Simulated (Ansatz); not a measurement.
# HCl (SMILES Cl): levels of theory compared

Aim: a comparison of 6 runs (B2PLYP/3-21G, BLYP/3-21G, PBE/3-21G, SVWN5/3-21G, HSE06/6-31G*, UCCSD(T)/3-21G) of HCl. 

Program for the calculation: Ansatz 0.2.0.

56 further runs of the same task are left out: 2 that didn't finish, 54 set aside as unsound or not needed.

## (1) Starting point

The species is HCl (2 atoms), meant as a singlet with charge 0. As SMILES, `Cl`. The H2–Cl1 distance was set to 1.599 Å, away from the relaxed value.

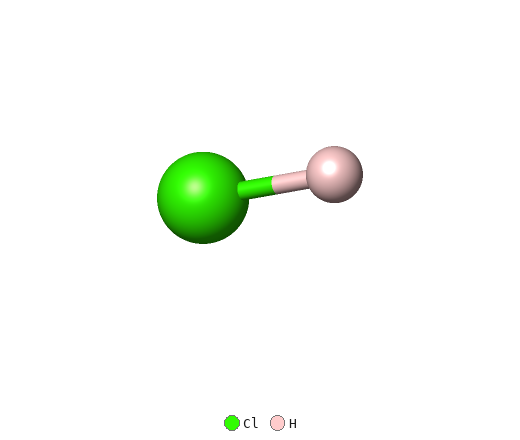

Viewed from a chosen angle; chlorine green, hydrogen pink.

## (2) A single-point energy at B2PLYP/3-21G (run 1)

job.yaml

```yaml
crystal:
  periodic: [false, false, false]
  atoms:
    - {symbol: Cl, position_ang: [0.819009, -0.267753, 0.421205]}
    - {symbol: H, position_ang: [-0.546000, 0.178500, -0.280800]}
basis:
  gaussian:
    orbitals: 3-21G.json
accuracy: high
correlation:
  frozen_orbitals: {Cl: 5, H: 0}
hamiltonian:
  xc: {name: B2PLYP}
```

The basis set 3-21G is read from a file made from the Basis Set Exchange's data (not shown).

Launch:

```
$ ansatz run job.yaml --threads 1 --pin off --max-ram 2610MiB --events-out events.jsonl --progress --plain --runs-dir runs
```

The program printed:

```text
Warning: RAYON_NUM_THREADS=1 ignored (pool sized by the plan → 1); use --threads N
Functional definition: B2PLYP
  name "B2PLYP"
  parameter a = 0.53
  parameter c = 0.27
  exchange = (1 - a)*b88_x + a*exact_x
  correlation = (1 - c)*lyp_c + c*(mp2_os + mp2_ss)
259 factors; integrals over basis functions are off by at most 3.8e-9 eV
mean field evaluation 1: about -12471.7884 eV, gradient 1.2e1 eV
mean field evaluation 2: about -12471.7859 eV, gradient 1.2e1 eV
mean field evaluation 4: about -12472.4849 eV, gradient 4.0e-1 eV
mean field evaluation 8: about -12472.4854 eV, gradient 2.2e-4 eV
mean field evaluation 16: about -12472.4854 eV, gradient 9.5e-9 eV
mean field -12472.48538503 eV, -458.3553837457 hartree, gradient 9.5e-9 eV, S^2 0.000000; 0 other end points of the search recorded, 0 dependent functions left out
5 core orbitals not correlated: weight in the atoms' cores, before any rotation towards them, 1.000 or more for the frozen orbitals, at most 0.000 for the correlated occupied ones
reference -12472.48540028 eV, -458.3553843060 hartree; 4, 4 occupied and 6, 6 virtual orbitals, 259 factors
second order -2.03153828 eV of doubles, -0.00000000 eV of singles
Total energy: -12473.03391561 eV, -458.3755418728 hartree
```

Run time: 0.44 s. Hardware: 1 thread of Arm Neoverse V2, shared host.

## (3) The energy at BLYP/3-21G (run 2)

molecule.yaml

```yaml
crystal:
  periodic: [false, false, false]
  atoms:
    - {symbol: Cl, position_ang: [0.819009, -0.267753, 0.421205]}
    - {symbol: H, position_ang: [-0.546000, 0.178500, -0.280800]}
basis:
  gaussian: {orbitals: 3-21G.json}
hamiltonian: {xc: {name: BLYP}}
accuracy: high
```

The basis set 3-21G is read from a file made from the Basis Set Exchange's data (not shown).

Launch:

```
$ ansatz run molecule.yaml --threads 1 --pin off --max-ram 2610MiB --events-out events.jsonl --progress --plain --runs-dir runs
```

The program printed:

```text
Warning: RAYON_NUM_THREADS=1 ignored (pool sized by the plan → 1); use --threads N
Functional definition: BLYP
  name "BLYP"
  parameter beta = 0.0042
  parameter a = 0.04918
  parameter b = 0.132
  parameter c = 0.2533
  parameter d = 0.349
  exchange = b88_x(beta = beta)
  correlation = lyp_c(a = a, b = b, c = c, d = d)
259 factors; integrals over basis functions are off by at most 3.8e-9 eV
mean field evaluation 1: about -12476.9212 eV, gradient 1.3e1 eV
mean field evaluation 2: about -12475.4719 eV, gradient 2.4e1 eV
mean field evaluation 4: about -12477.5397 eV, gradient 2.3e-1 eV
mean field evaluation 8: about -12477.5351 eV, gradient 7.1e-4 eV
mean field -12477.53510316 eV, -458.5409574641 hartree, gradient 1.9e-8 eV, S^2 0.000000; 0 other end points of the search recorded, 0 dependent functions left out
reference -12477.53513542 eV, -458.5409586496 hartree; 9, 9 occupied and 6, 6 virtual orbitals, 259 factors
Total energy: -12477.53513542 eV, -458.5409586496 hartree
```

It took 0.32 s on 1 thread of Arm Neoverse V2, shared host.

Runs 3 to 4 aren't shown in full; the table further down has their settings and results.

## (4) A single-point energy at HSE06/6-31G(d) (spherical functions) (run 5)

input.yaml

```yaml
crystal:
  periodic: [false, false, false]
  atoms:
    - symbol: Cl
      position_ang: [0.819009, -0.267753, 0.421205]
    - symbol: H
      position_ang: [-0.546000, 0.178500, -0.280800]
basis:
  gaussian:
    orbitals: 6-31G_st_-spherical.json
accuracy: high
hamiltonian:
  xc: {name: HSE06}
```

The basis set 6-31G* is read from a file made from the Basis Set Exchange's data (not shown).

Launch:

```
$ ansatz run input.yaml --threads 1 --pin off --max-ram 2610MiB --events-out events.jsonl --progress --plain --runs-dir runs
```

The program printed:

```text
Warning: RAYON_NUM_THREADS=1 ignored (pool sized by the plan → 1); use --threads N
Functional definition: HSE06
  name "HSE06"
  parameter a = 0.25
  parameter omega = 0.11/bohr
  exchange = pbe_x - a*pbe_x_sr(omega) + a*exact_x_sr(omega)
  correlation = pbe_c
319 factors; integrals over basis functions are off by at most 3.1e-9 eV
49 factors; integrals over basis functions are off by at most 6.2e-10 eV
mean field evaluation 1: about -12532.4872 eV, gradient 1.2e1 eV
mean field evaluation 2: about -12532.1088 eV, gradient 1.7e1 eV
mean field evaluation 4: about -12533.0490 eV, gradient 2.0e-1 eV
mean field evaluation 8: about -12533.0456 eV, gradient 1.0e-3 eV
mean field evaluation 16: about -12533.0456 eV, gradient 1.5e-8 eV
mean field -12533.04556108 eV, -460.5809291665 hartree, gradient 1.5e-8 eV, S^2 0.000000; 0 other end points of the search recorded, 0 dependent functions left out
reference -12533.04556279 eV, -460.5809292290 hartree; 9, 9 occupied and 11, 11 virtual orbitals, 319 factors
Total energy: -12533.04556279 eV, -460.5809292290 hartree
```

Run time: 0.56 s. Hardware: 1 thread of Arm Neoverse V2, shared host.

## (5) The energy at UCCSD(T)/3-21G (run 6)

molecule.yaml: that of step 3 with these lines changed.

```diff
@@ -7,3 +7,5 @@
   gaussian: {orbitals: 3-21G.json}
-hamiltonian: {xc: {name: BLYP}}
+magnetization: {spin_polarized: true, initial_magnetization: 0}
+correlation: {method: ccsd_t, frozen_orbitals: {Cl: 5, H: 0}}
 accuracy: high
+scf: {omitted_lower_state_checks: [cluster_reference, increment]}
```

The basis set 3-21G is read from a file made from the Basis Set Exchange's data (not shown).

Launch:

```
$ ansatz run molecule.yaml --threads 1 --pin off --max-ram 2610MiB --events-out events.jsonl --progress --plain --runs-dir runs
```

The program printed, cut to the lines that bear on the results:

```text
Warning: RAYON_NUM_THREADS=1 ignored (pool sized by the plan → 1); use --threads N
Functional definition: HF
  name "HF"
[...]
259 factors; integrals over basis functions are off by at most 3.8e-9 eV
[...]
mean field -12458.45550313 eV, -457.8397950957 hartree, gradient 9.0e-9 eV, S^2 0.000000; 2 other end points of the search recorded, 0 dependent functions left out
5 core orbitals not correlated: weight in the atoms' cores, before any rotation towards them, 1.000 or more for the frozen orbitals, at most 0.000 for the correlated occupied ones
reference -12458.45550313 eV, -457.8397950957 hartree; 4, 4 occupied and 6, 6 virtual orbitals, 259 factors
second order -1.60329341 eV of doubles, -0.00000000 eV of singles
cycle   1  -1.83006916 eV  change   -2.3e-1 eV  update   4.6e-2
[...]
cycle  15  -1.96633111 eV  change   6.4e-10 eV  update  3.4e-10
perturbative correction -0.01425401 eV, -0.0005238253 hartree
Total energy: -12460.43608826 eV, -457.9125802565 hartree
Checks for a lower state left out: cluster_reference, increment
```

It took 0.26 s on 1 thread of Arm Neoverse V2, shared host.

## (6) All runs side by side

```csv
run,level,frozen core orbitals,energy (Eh),wall time
1,B2PLYP/3-21G,5,-458.375542,0.44 s
2,BLYP/3-21G,–,-458.540959,0.32 s
3,PBE/3-21G,–,-458.354661,0.32 s
4,SVWN5/3-21G,–,-457.051894,0.24 s
5,HSE06/6-31G* (spherical functions),–,-460.580929,0.56 s
6,UCCSD(T)/3-21G,5,-457.912580,0.26 s
```

## (7) Summary of results

```
                                          quantity          value
                               run 6: total energy  -457.91258 Eh
run 6: correlation energy (5 core orbitals frozen)      -72.8 mEh
                             run 6: (T) correction      -0.52 mEh
                              run 6: T1 diagnostic          0.009
```

In words: Totals of different functionals can't be ranked against each other. All runs together took 2.1 s, the longest 0.56 s.
